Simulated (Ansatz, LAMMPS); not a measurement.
# Glassy 69SiO2-19Al2O3-6SrO-6Li2O (mol %) (106 atoms): a short ab initio trajectory, part 2 of 2

Aim: follow glassy 69SiO2-19Al2O3-6SrO-6Li2O (mol %) (106 atoms) for a short time with forces from DFT, then look at structure and electrons in the last frame.

Ansatz 0.2.0; Kohn-Sham DFT, PBE, PAW (set soft_2), plane waves.

The cell: 22 Si, 12 Al, 2 Sr, 4 Li and 66 O. The quench rate of 50 K/ps is orders of magnitude faster than experiment. The starting topology of bonds comes from the classical model. Only the Γ point is sampled, in a cell whose shortest periodic width is 11 Å.

So far, density (g/cm³): step 3 (local order late in the run) 2.56.

### Step 4. Single point at the last frame (continued)

Neighbours are counted within 2.16 Å (O-Si), 2.38 Å (O-Al), 2.58 Å (O-Li), 3.05 Å (O-Sr), the cutoffs taken from the dynamics.

Length of the force by element and coordination:

| element | coordination | atoms | mean length of the force (eV/Å) | spread | least | most |
| --- | --- | --- | --- | --- | --- | --- |
| Al | all | 12 | 1.49 | 0.677 | 0.592 | 2.48 |
| Al | 4 | 11 | 1.53 | 0.696 | 0.592 | 2.48 |
| Al | 5 | 1 | 1.09 | 0 | 1.09 | 1.09 |
| Li | all | 4 | 0.429 | 0.0863 | 0.341 | 0.530 |
| Li | 3 | 3 | 0.406 | 0.088 | 0.341 | 0.530 |
| Li | 4 | 1 | 0.499 | 0 | 0.499 | 0.499 |
| O | all | 66 | 1.33 | 0.787 | 0.312 | 4.32 |
| O | 2 | 38 | 1.27 | 0.843 | 0.312 | 4.32 |
| O | 3 | 28 | 1.42 | 0.696 | 0.567 | 3.35 |
| Si | all | 22 | 1.85 | 0.646 | 0.707 | 3.35 |
| Sr | all | 2 | 0.645 | 0.268 | 0.377 | 0.913 |

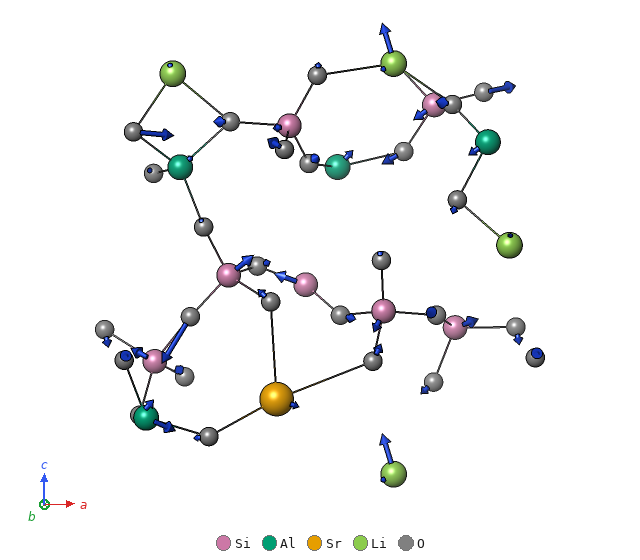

Forces as arrows; the longest in the cell is 4.32 eV/Å. Drawn is a slice 4 Å thick, seen along the normal of the ac plane. Bonds to atoms that aren't drawn are left out.

Intrinsic-atomic-orbital charges by element and coordination:

| element | coordination | atoms | mean charge (e) | spread | least | most |
| --- | --- | --- | --- | --- | --- | --- |
| Al | all | 12 | 1.33 | 0.034 | 1.26 | 1.38 |
| Al | 4 | 11 | 1.34 | 0.0354 | 1.26 | 1.38 |
| Al | 5 | 1 | 1.32 | 0 | 1.32 | 1.32 |
| Li | all | 4 | 0.837 | 0.0225 | 0.809 | 0.866 |
| Li | 3 | 3 | 0.846 | 0.0183 | 0.822 | 0.866 |
| Li | 4 | 1 | 0.809 | 0 | 0.809 | 0.809 |
| O | all | 66 | -0.919 | 0.0755 | -1.34 | -0.809 |
| O | 2 | 38 | -0.890 | 0.0226 | -0.950 | -0.850 |
| O | 3 | 28 | -0.958 | 0.101 | -1.34 | -0.809 |
| Si | all | 22 | 1.71 | 0.0329 | 1.62 | 1.75 |
| Sr | all | 2 | 1.82 | 0.0096 | 1.81 | 1.83 |

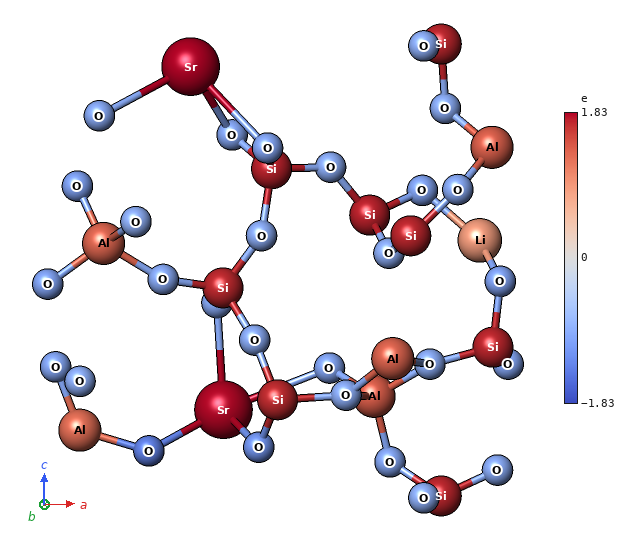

Atoms coloured by intrinsic-atomic-orbital charge. Drawn is a slice 4 Å thick, seen along the normal of the ac plane. Bonds to atoms that aren't drawn are left out.

States in the cell by windows of 1 eV, zero at the Fermi level; the larger projections on atomic orbitals stand beside the total:

| from (eV) | to (eV) | total | O p | Si p |
| --- | --- | --- | --- | --- |
| -18 | -17 | 7.7 | 0.1 | 0.2 |
| -17 | -16 | 5.4 | 0.1 | 0.0 |
| -16 | -15 | 2.0 | 0.0 | 0.0 |
| -15 | -12 | 0.0 | 0.0 | 0.0 |
| -12 | -11 | 8.0 | 5.3 | 0.4 |
| -11 | -10 | 11.2 | 7.6 | 0.7 |
| -10 | -9 | 17.2 | 12.1 | 1.5 |
| -9 | -8 | 28.2 | 21.2 | 3.7 |
| -8 | -7 | 32.7 | 25.3 | 4.0 |
| -7 | -6 | 44.6 | 35.9 | 3.9 |
| -6 | -5 | 62.6 | 54.1 | 3.0 |
| -5 | -4 | 73.3 | 67.3 | 1.8 |
| -4 | -3 | 73.7 | 69.5 | 1.1 |
| -3 | -2 | 41.8 | 40.0 | 0.4 |
| -2 | -1 | 2.6 | 2.5 | 0.0 |
| -1 | 1 | 0.0 | 0.0 | 0.0 |
| 1 | 2 | 2.0 | 0.1 | 0.0 |
| 2 | 3 | 0.3 | 0.0 | 0.0 |
| 3 | 4 | 12.9 | 1.6 | 1.7 |
| 4 | 5 | 30.9 | 3.1 | 5.3 |

The curve was stored every 0.10 eV, coarse against its broadening of 0.08 eV, so these counts are rough.

Between -26 and -18 eV lie 129 more states.

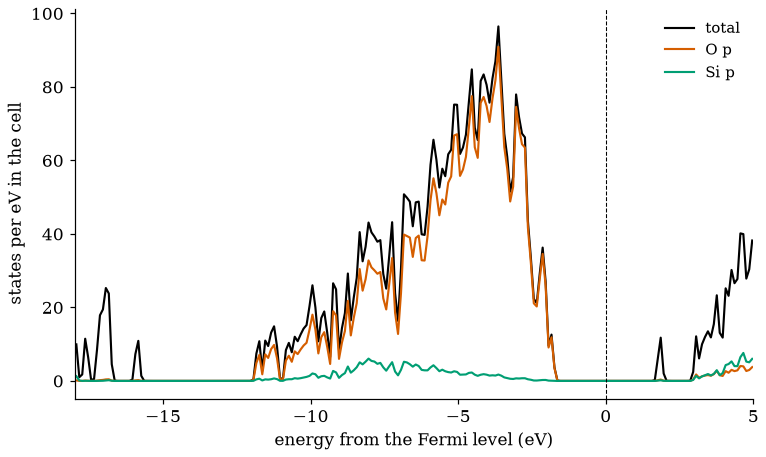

Total and projected density of states, with the broadening of the input.

The levels nearest the highest filled one (over half full), pooled over k-points and spins:

| level less the highest filled one (eV) | occupation |
| --- | --- |
| -0.407 | 2 |
| -0.342 | 2 |
| -0.308 | 2 |
| -0.237 | 2 |
| -0.191 | 2 |
| 0 | 2 |
| 3.68 | 0 |
| 4.92 | 0 |
| 5.15 | 0 |
| 5.30 | 0 |
| 5.46 | 0 |
| 5.60 | 0 |

Mean intrinsic-atomic-orbital charges: Al +1.33, Li +0.84, O -0.92, Si +1.71, Sr +1.82 e.

### Step 5. Results

* mean temperature, second half: 376.5 K
* temperature swing, second half: 25.5 K
* slope of the conserved energy against time, by least squares: -0.2931 meV/atom/ps
* free energy per atom: -621.8614 eV/atom
* pressure: -0.4831 GPa
* r.m.s. force component: 0.9325 eV/Å
* gap (highest filled to lowest empty level): 3.678 eV
* wall time of the 2 DFT runs: 25 min

In words: Over the second half of 190 fs the temperature averages 377 K, falling from about 401 to 352 K (means over the first and last quarter of that half). The conserved energy stays within 0.14 meV/atom. The mean temperature of 377 K lies well off the 300 K of the input, so the thermostat hasn't yet brought the run to equilibrium. The count of bonds goes from 156 in the first frame to 160 in the last, by one set of cutoffs: 2 pairs passed out of them and 6 came within. The run spans 0.19 ps, too short for its means to be equilibrium values. By these cutoffs 92 % of Al atoms have 4, 75 % of Li atoms have 3, 58 % of O atoms have 2 and all Si atoms have 4 bonded neighbours. 83 % of the oxygens bridge two formers (Si and Al) and 4 % are non-bridging; 12 % join three.

The highest filled and lowest empty levels differ by 3.68 eV (at Γ alone); a semilocal functional tends to put such gaps too low. In a disordered cell it changes from sample to sample, and tail or defect levels can set it.

**Limits.** The network of bonds at the start is that of the classical potential that made the cell; in DFT 2 of its 156 bonded pairs passed out of the cutoffs and 6 came within them. The pressure of a single frame lacks the kinetic term, about 0.39 GPa here.

[Hosts, paths, dates, database ids (printed as entryN), source tags and the programs' standing remarks are cut or masked in the printed files.]
